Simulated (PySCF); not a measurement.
# Two runs on C$_{3}$H$_{6}$F$_{5}$PSi

System: C$_{3}$H$_{6}$F$_{5}$PSi, SMILES CP([SiH3])C(F)(F)C(F)(F)F.
Method of run A: GIAO WP04/pcSseg-1 NMR shielding, non-relativistic, gas phase (PySCF 2.14.0).

The geometry comes from this level: PBE0-D3(BJ)/def2-SVP. Text and figures count atoms from 1; the logs count them from 0 in places.

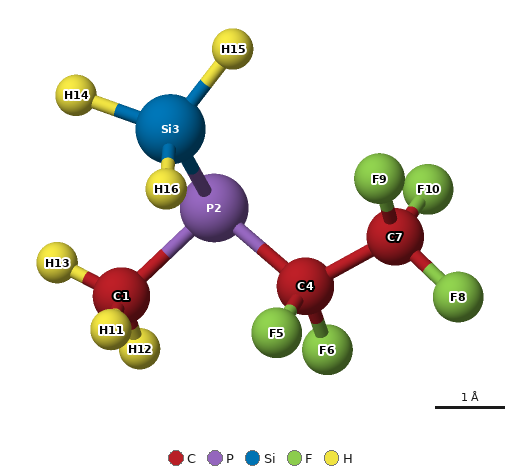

Fig. 1: The input geometry (ball-and-stick view, seen at a tilt; atoms are numbered from 1 in the order of the input).

**Input file, run A**
```
{"job": {"kind": "nmr", "xc": "WP04", "basis": "pcSseg-1", "pop": false}, "charge": 0, "multiplicity": 1}
C      1.624829     1.429292     0.348625
P      0.550410     0.461109    -0.816245
Si     1.214466    -1.635460    -0.240366
C     -1.028815     0.608064     0.221639
F     -0.852334     0.294601     1.524314
F     -1.429598     1.898274     0.178619
C     -2.203200    -0.245895    -0.287120
F     -3.298984     0.005788     0.410471
F     -1.911954    -1.540968    -0.159992
F     -2.441395     0.007702    -1.566705
H      1.590606     1.057213     1.382386
H      1.291918     2.477007     0.333096
H      2.659804     1.390910    -0.020662
H      2.679662    -1.640316    -0.536179
H      0.534560    -2.643644    -1.099522
H      0.997679    -1.929586     1.206438
```

The first line tells a small driver script what to run in PySCF; the rest is the geometry in Å.

Launched with:
```bash
OMP_NUM_THREADS=1 python <driver script> task.json out
```

Hardware: 1 CPU thread, shared host.

**Output (run A)**
```
coarse grid: 15656 points
cycle   1  E = -1265.4101242539  dE =  1.328e+00  |g| = 1.661e+00  |ddm| = 3.616e+00
cycle   2  E = -1264.5040825165  dE =  9.060e-01  |g| = 2.947e+00  |ddm| = 2.157e+00
cycle   3  E = -1265.8074178161  dE = -1.303e+00  |g| = 1.936e-01  |ddm| = 1.540e+00
cycle   4  E = -1265.8136278745  dE = -6.210e-03  |g| = 9.975e-02  |ddm| = 2.677e-01
cycle   5  E = -1265.8156834908  dE = -2.056e-03  |g| = 2.923e-02  |ddm| = 1.010e-01
cycle   6  E = -1265.8158438712  dE = -1.604e-04  |g| = 4.793e-03  |ddm| = 2.467e-02
cycle   7  E = -1265.8158477102  dE = -3.839e-06  |g| = 1.471e-03  |ddm| = 5.134e-03
final grid: 147728 points
cycle   8  E = -1265.9355984697  dE = -7.306e-05  |g| = 1.003e-02  |ddm| = 2.905e-02
cycle   9  E = -1265.9355729483  dE =  2.552e-05  |g| = 1.606e-02  |ddm| = 1.413e-02
cycle  10  E = -1265.9356157556  dE = -4.281e-05  |g| = 8.514e-04  |ddm| = 8.609e-03
cycle  11  E = -1265.9356158736  dE = -1.180e-07  |g| = 3.674e-04  |ddm| = 9.193e-04
cycle  12  E = -1265.9356159033  dE = -2.971e-08  |g| = 9.317e-05  |ddm| = 3.750e-04
cycle  13  E = -1265.9356159055  dE = -2.207e-09  |g| = 1.755e-05  |ddm| = 1.203e-04
cycle  14  E = -1265.9356159056  dE = -6.958e-11  |g| = 6.989e-06  |ddm| = 2.470e-05
converged SCF energy = -1265.9356159056

GIAO shielding tensors (ppm)
atom      isotropic    diamagn.    paramagn.     s11        s22        s33       span
  0 C      166.774     253.866     -87.092    155.565    168.526    176.231     20.666
  1 P      345.121     972.160    -627.039    226.276    333.015    476.074    249.798
  2 Si     395.914     882.330    -486.416    365.562    390.395    431.785     66.224
  3 C       38.271     251.157    -212.887     11.025     46.728     57.058     46.033
  4 F      301.445     480.794    -179.349    187.179    335.885    381.272    194.092
  5 F      300.982     477.159    -176.177    181.433    334.336    387.176    205.743
  6 C       42.917     246.701    -203.784     35.468     42.597     50.685     15.217
  7 F      273.175     470.407    -197.232    195.742    266.979    356.803    161.061
  8 F      264.544     478.944    -214.399    188.427    254.052    351.155    162.728
  9 F      263.886     474.775    -210.889    186.222    258.492    346.943    160.721
 10 H       29.741      32.358      -2.617     25.187     28.795     35.242     10.055
 11 H       29.889      30.112      -0.223     24.857     28.051     36.759     11.901
 12 H       30.623      29.744       0.879     26.201     27.576     38.092     11.891
 13 H       28.325      29.760      -1.434     24.803     26.474     33.699      8.896
 14 H       27.955      29.855      -1.899     24.386     26.702     32.778      8.391
 15 H       27.819      30.634      -2.816     24.525     26.859     32.073      7.548
```

The input of run B differs as follows (lines with − go, lines with + come):
```diff
-"xc": "WP04"
+"xc": "PBE0"
-"pop": false
```

Predict how the results change.

The total energies belong to different methods, so their difference says nothing on which is more stable or more accurate. The HOMO goes from −8.73 to −7.53 eV. The LUMO goes from −2.12 to −0.13 eV. The dipole moment goes from 2.49 to 2.19 D. Of all shieldings, the largest change is that of P2, by +71.6 ppm. The functional changes from WP04 to PBE0. Exact exchange removes part of the self-interaction error of semilocal functionals, which pushes filled and empty levels apart. The number of SCF iterations is the same.

**Output (run B)**
```
coarse grid: 15656 points
cycle   1  E = -1246.7590358138  dE =  1.349e+00  |g| = 1.108e+00  |ddm| = 3.566e+00
cycle   2  E = -1246.4658604426  dE =  2.932e-01  |g| = 1.783e+00  |ddm| = 1.482e+00
cycle   3  E = -1246.9656570173  dE = -4.998e-01  |g| = 6.892e-02  |ddm| = 9.612e-01
cycle   4  E = -1246.9662616180  dE = -6.046e-04  |g| = 4.619e-02  |ddm| = 1.020e-01
cycle   5  E = -1246.9666837326  dE = -4.221e-04  |g| = 1.110e-02  |ddm| = 4.132e-02
cycle   6  E = -1246.9667027099  dE = -1.898e-05  |g| = 2.087e-03  |ddm| = 8.389e-03
cycle   7  E = -1246.9667034318  dE = -7.219e-07  |g| = 6.273e-04  |ddm| = 2.372e-03
final grid: 147728 points
cycle   8  E = -1247.0587367785  dE = -5.784e-05  |g| = 7.974e-03  |ddm| = 2.526e-02
cycle   9  E = -1247.0587265721  dE =  1.021e-05  |g| = 1.117e-02  |ddm| = 1.238e-02
cycle  10  E = -1247.0587497686  dE = -2.320e-05  |g| = 6.729e-04  |ddm| = 6.966e-03
cycle  11  E = -1247.0587498381  dE = -6.943e-08  |g| = 3.183e-04  |ddm| = 7.629e-04
cycle  12  E = -1247.0587498574  dE = -1.928e-08  |g| = 7.824e-05  |ddm| = 3.035e-04
cycle  13  E = -1247.0587498589  dE = -1.530e-09  |g| = 1.606e-05  |ddm| = 1.020e-04
cycle  14  E = -1247.0587498589  dE = -5.184e-11  |g| = 4.714e-06  |ddm| = 2.013e-05
converged SCF energy = -1247.0587498589

GIAO shielding tensors (ppm)
atom      isotropic    diamagn.    paramagn.     s11        s22        s33       span
  0 C      182.258     253.243     -70.986    172.237    182.313    192.223     19.987
  1 P      416.740     968.120    -551.380    313.631    392.081    544.506    230.875
  2 Si     420.736     880.034    -459.298    388.682    413.289    460.237     71.555
  3 C       56.763     248.352    -191.589     33.441     65.547     71.302     37.860
  4 F      307.994     476.854    -168.859    194.499    330.683    398.801    204.302
  5 F      307.329     473.935    -166.606    185.364    330.188    406.435    221.071
  6 C       59.218     245.057    -185.839     51.547     59.198     66.908     15.361
  7 F      279.734     467.903    -188.168    208.138    279.352    351.713    143.574
  8 F      267.454     475.551    -208.097    197.292    261.977    343.092    145.800
  9 F      267.101     472.031    -204.931    194.230    268.398    338.674    144.444
 10 H       29.525      31.114      -1.589     24.466     28.450     35.657     11.191
 11 H       29.621      29.667      -0.047     23.911     27.496     37.455     13.544
 12 H       30.295      29.579       0.717     25.336     27.012     38.538     13.202
 13 H       27.464      28.956      -1.493     23.674     25.480     33.236      9.562
 14 H       27.090      28.773      -1.683     23.255     25.657     32.358      9.103
 15 H       27.002      29.068      -2.066     23.411     25.998     31.597      8.186
```

**The two runs side by side**

| quantity | run A | run B |
| --- | --- | --- |
| outcome | converged | converged |
| total energy (hartree) | −1265.935616 | −1247.058750 |
| HOMO (eV) | −8.73 | −7.53 |
| LUMO (eV) | −2.12 | −0.13 |
| dipole moment (D) | 2.49 | 2.19 |
| shielding of C1 (ppm) | 166.8 | 182.3 |
| shielding of P2 (ppm) | 345.1 | 416.7 |
| shielding of Si3 (ppm) | 395.9 | 420.7 |
| shielding of C4 (ppm) | 38.3 | 56.8 |
| shielding of F5 (ppm) | 301.4 | 308.0 |
| shielding of C7 (ppm) | 42.9 | 59.2 |
| shielding of F8 (ppm) | 273.2 | 279.7 |
| SCF iterations | 14 | 14 |
| basis functions | 214 | 214 |
| wall time (shared host) | 37 s | 49 s |
